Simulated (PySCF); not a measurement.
# A diatomic session: AlS

One job finds the state of AlS, follows it along the bond with each method and fits the curves.

Computed with PySCF 2.14.0. Level: Al aug-pcseg-1, S aug-pcseg-1, no relativity.

## (1) The job

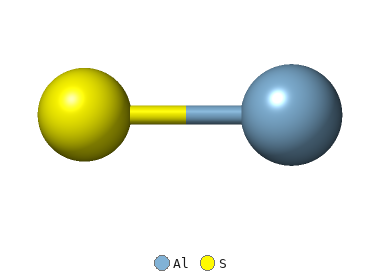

The two atoms at the starting distance (aluminium light blue, sulfur yellow).

A driver script around PySCF takes these settings:

```yaml
atoms: Al, S
charge: 0
basis: Al aug-pcseg-1, S aug-pcseg-1
Hamiltonian: no relativity
basis_functions: 54
electrons_treated: 29
masses_in_u: 26.9815, 31.9721
levels: PBE0, PBE, r²SCAN, TPSS, BHandHLYP, B2PLYP, LC-ωPBE, HF, MP2, SCS-MP2, CCSD, CCSD(T)
grid: 80 radial by 434 angular points
occupations: held fixed by the projection of orbital angular momentum
dissociation_limit: Al + S, each in its ground configuration
starting_distance_in_angstrom: 2.180
values_of_2S_to_try: 1, 3
```

After this run come: PBE0 along the bond; Higher solutions at PBE0; PBE (GGA); r²SCAN; TPSS (meta-GGA); BHandHLYP (global hybrid GGA); B2PLYP; LC-ωPBE; UHF; Correlated methods on the Hartree–Fock reference.

**Question.** What will these runs give? Wanted: for each run, Re; ωe; De; μ.

As calculated:

Lowest PBE0 solution found, without spin–orbit coupling: ²Σ⁺ (doublet), unpaired electrons σ ↑. State 2 has its PBE0 minimum 0.60 eV higher. State 3 has its PBE0 minimum 2.88 eV higher. The other levels ran on the lowest alone.

```tsv
level	Re (Å)	ωe (cm⁻¹)	De (eV)	μ (D)
UHF	2.021	630	2.51	-5.08
UHF-CCSD	2.050	603	3.58	n/a
UHF-CCSD(T)	2.056	611	3.79	n/a
PBE	2.057	599	4.39	-3.69
TPSS	2.050	609	4.30	-3.79
r²SCAN	2.036	632	4.45	-4.00
PBE0	2.037	623	4.17	-4.03
BHandHLYP	2.035	611	3.74	-4.31
LC-ωPBE	2.012	657	3.95	-4.48
B2PLYP	2.047	620	4.03	-4.40
```

De is counted to Al + S in their ground configurations. A positive dipole means Al(−)S(+). No constants: UHF-MP2 (the points don't follow one smooth fit); UHF-SCS-MP2 (the points don't follow one smooth fit).

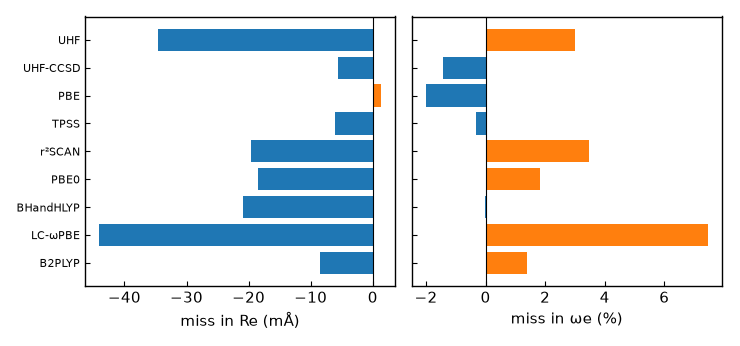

How far each level lies from CCSD(T) in the same basis.

In words: Against CCSD(T) in the same basis, the bond length is nearest at PBE (+1 mÅ) and farthest at LC-ωPBE (-44 mÅ); the wavenumber is nearest at BHandHLYP (0.0 %) and farthest at LC-ωPBE (+7.5 %). Hartree–Fock makes the bond too short and too stiff against this reference, as it mostly does. CCSD(T) in a basis this small is itself some way from its limit, more so than the functionals. Among the levels with a De in the table, it runs from 2.51 eV (UHF) to 4.45 eV (r²SCAN).

Correlated steps freeze 10 core orbitals. B2PLYP dipoles, levels and charges come from its SCF part alone.
